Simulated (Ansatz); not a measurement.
ZnO₅

```xyz
12
Lattice="4.3862 0.0000 0.0103 0.0000 4.3863 0.0000 -1.1926 0.0000 8.9178" Properties=species:S:1:pos:R:3 pbc="T T T"
Zn    0.0000    2.1932    0.0000
Zn    2.1931    0.0000    0.0051
O     0.5017    1.0957    3.8559
O     2.6947    3.2889    3.8611
O     0.4988    3.2889    5.0670
O     2.6919    1.0957    5.0721
O     0.4988    1.0975    5.0670
O     2.6919    3.2906    5.0721
O     0.5017    3.2906    3.8559
O     2.6947    1.0975    3.8611
O     0.0000    0.0000    0.0000
O     2.1931    2.1932    0.0051
```

Space group C2/m; a generated structure, not necessarily the stable one.

Theory: DFT PBE, scalar-relativistic, plane waves, PAW (Ansatz).

### Predict the valence pseudo-density and electron localisation function between the atoms.

Zn–O (2.19 Å): ρ at the midpoint is about 0.37 e/Å³; the ELF peaks at about 0.80 in the valence shell of O, 0.6 Å from its nucleus, and is about 0.20 at the midpoint: no localised pair shows between them.

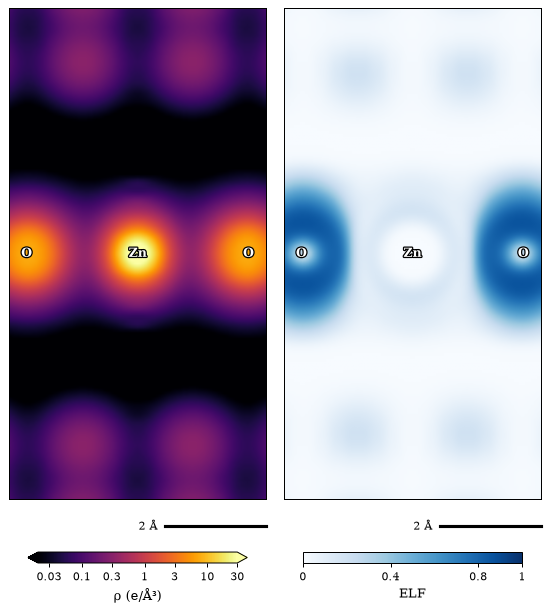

Computed valence pseudo-density and electron localisation function on the (100) plane of the conventional cell, in this order. 
